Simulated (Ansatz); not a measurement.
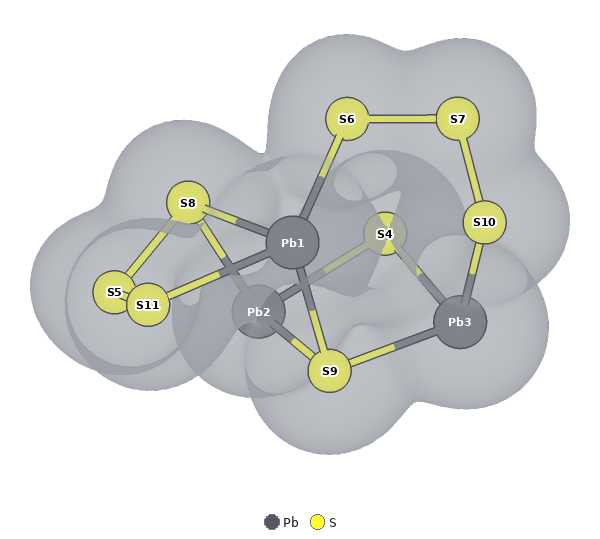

*Pb3S8 (charge −1, doublet). Isosurface of the electron density at 0.1 e/Å³ (grey), seen at an oblique angle.*

Geometry: PBE-D4/def2-SVP; core potentials replace the inner electrons of Pb.

Theory: Ansatz, UKS PBE0-D4/def2-SVP.

```xyz
11

Pb   -0.7682   -1.4695    0.2510
Pb   -0.5747    2.3763    0.4093
Pb    0.7597    0.9440   -2.7607
S     1.8653    2.0176   -0.6579
S    -2.5865    0.5213    2.5157
S     2.1136   -0.7550    0.7990
S     2.9184   -1.5917   -0.8798
S    -0.4079    0.4138    2.3590
S    -1.5571    0.5901   -1.4031
S     1.4579   -1.7523   -2.3541
S    -3.2204   -1.2947    1.7215
```

> How is the density connected at this value?

At this value the surface is in one piece. It bridges the sampled S–S (2.04 Å), Pb–S (2.61 Å), S–S (2.08 Å) and S–S (2.19 Å) contacts, where the density stays above the isovalue. On the grid the lowest density along these lines, outside the cores, is 0.98 e/Å³ (S–S, 2.04 Å), 0.41 e/Å³ (Pb–S, 2.61 Å), 0.91 e/Å³ (S–S, 2.08 Å) and 0.74 e/Å³ (S–S, 2.19 Å).
